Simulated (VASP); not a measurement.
Band structure of FeSb (relaxed from the CsCl type structure, space group Pm-3m). These are r2SCAN meta-GGA, VASP's PBE PAW potentials (set 64) (plane waves; VASP 6.6.1) values and carry that method's errors.

Unless said otherwise, spin-orbit coupling is left out, though it shifts the bands of the heavy elements here.

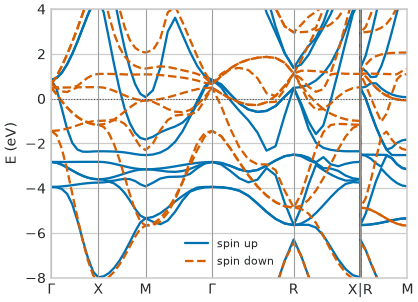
Figure: Bands along high-symmetry lines, zero at the valence-band maximum or, without a gap, the Fermi level

Task: Read the plot: is there a gap, and where are the band edges?

Result: It has no gap at this level: it comes out as a metal or semimetal.

The structure was generated: FeSb was put into the CsCl type type (Pm-3m), which need not be its known phase. It was relaxed first, which changed the volume by -20 %.
